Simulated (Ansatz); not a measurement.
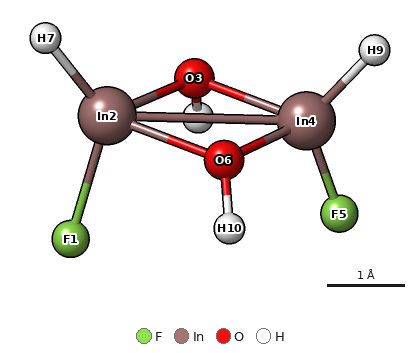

Fig. 1: The structure as given in the input (ball-and-stick view, seen at a tilt; atoms are numbered from 1 in the order of the input). Sticks mark near contacts.

# Single-point calculation, with input and output: In₂H₄O₂F₂

System: In₂H₄O₂F₂.
Method: RKS B2PLYP/def2-TZVP (Ansatz 0.2.0).

Some settings of this run were made unusual or wrong on purpose. The geometry comes from this level: PBE0-D4/def2-TZVP.

## Log
```
Functional definition: B2PLYP
  name "B2PLYP"
  cite "Grimme, J. Chem. Phys. 124, 034108 (2006) doi:10.1063/1.2148954"
  cite "Becke, Phys. Rev. A 38, 3098 (1988) doi:10.1103/PhysRevA.38.3098"
  cite "Lee, Yang & Parr, Phys. Rev. B 37, 785 (1988) doi:10.1103/PhysRevB.37.785"
  parameter a = 0.53
  parameter c = 0.27
  exchange = (1 - a)*b88_x + a*exact_x
  correlation = (1 - c)*lyp_c + c*(mp2_os + mp2_ss)
4745 factors; integrals over basis functions are off by at most 5.6e-9 eV
mean field evaluation 1: about -19883.1323 eV, gradient 9.3e1 eV
mean field evaluation 2: about -19883.7180 eV, gradient 9.3e1 eV
mean field evaluation 4: about -19895.3404 eV, gradient 6.3e0 eV
mean field evaluation 8: about -19895.4426 eV, gradient 7.6e-1 eV
mean field evaluation 16: about -19895.4434 eV, gradient 3.0e-4 eV
mean field -19895.44337000 eV, -731.1440582318 hartree, gradient 8.7e-8 eV, S^2 0.000000; 0 other end points of the search recorded, 0 dependent functions left out
12 core orbitals not correlated: weight in the atoms' cores, before any rotation towards them, 0.997 or more for the frozen orbitals, at most 0.002 for the correlated occupied ones
reference -19895.44340127 eV, -731.1440593809 hartree; 28, 28 occupied and 208, 208 virtual orbitals, 4745 factors
second order -50.99364566 eV of doubles, -0.00000000 eV of singles
Total energy: -19909.21168560 eV, -731.6500344975 hartree
```

The run was set up as follows.

## Input file
```yaml
crystal:
  periodic: [false, false, false]
  atoms:
    - {symbol: F, position_ang: [-0.053871, -1.041206, -2.021688]}
    - {symbol: In, position_ang: [0.959381, -0.839846, -0.598927]}
    - {symbol: O, position_ang: [-0.225180, -0.957085, 0.717921]}
    - {symbol: In, position_ang: [-0.568487, 0.743828, 0.873174]}
    - {symbol: F, position_ang: [-1.791399, 1.061353, 0.267016]}
    - {symbol: O, position_ang: [0.487705, 0.839157, -0.400504]}
    - {symbol: H, position_ang: [2.345002, -1.284923, -0.388718]}
    - {symbol: H, position_ang: [-0.968815, -1.159167, 0.482729]}
    - {symbol: H, position_ang: [-0.084067, 1.445504, 1.965202]}
    - {symbol: H, position_ang: [0.168547, 1.295283, -1.137900]}
basis:
  gaussian: {orbitals: def2-TZVP}
hamiltonian: {xc: {name: B2PLYP}}
accuracy: high
```

Launch command:
```bash
ansatz run in.yaml --threads 4 --pin off --events-out ev --progress --plain --max-ram 11315MiB
```

## Outcome

| quantity | value |
| --- | --- |
| outcome | converged |
| total energy | −19909.2117 eV |
| mean-field energy | −19895.4434 eV |
| SCF solution under orbital rotations | stable |
| hardware | 4 threads of Arm Neoverse V2, 23 GiB of memory available, shared host |
| wall time | 32 s (CPU time 2 min) |
| peak memory | 2.2 GiB |

## What went wrong

A setting was made wrong on purpose: squeeze. The run converged all the same; its numbers are those of the faulty input and shouldn't be used.
